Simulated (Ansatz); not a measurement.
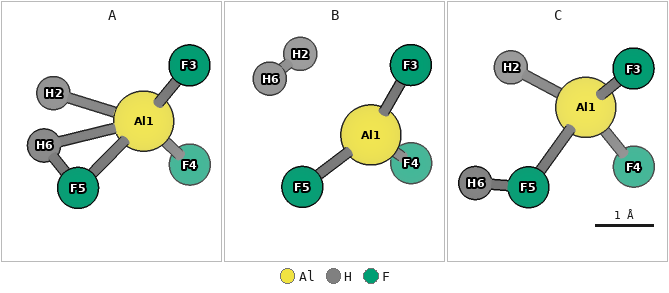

3 geometries from a converged minimum-energy path of AlH₂F₃, shuffled. The picture is a ball-and-stick view, seen from a free direction.

Method: RKS BHLYP-D4/def2-SVP in Ansatz 0.2.0. Settings: 5 movable images; climbing image; force threshold 0.05 eV/Å; iteration limit 60; starting path through a guess of the saddle point.

One of them is the converged climbing image. Which?

A. In order along the path, whose images run from 0 to 6: C (image 0, 0.0 kJ/mol), A (image 3, +34.2 kJ/mol), B (image 6, −97.1 kJ/mol). Breaking: Al1–H2 (1.56 → 1.68 at the top → 2.15 Å), F5–H6 (0.93 → 1.09 at the top → 2.42 Å). Forming: H2–H6 (2.59 → 1.15 at the top → 0.76 Å).

Cost: 100 s on 1 thread of Arm Neoverse V2 (shared host), peak memory 0.13 GiB.
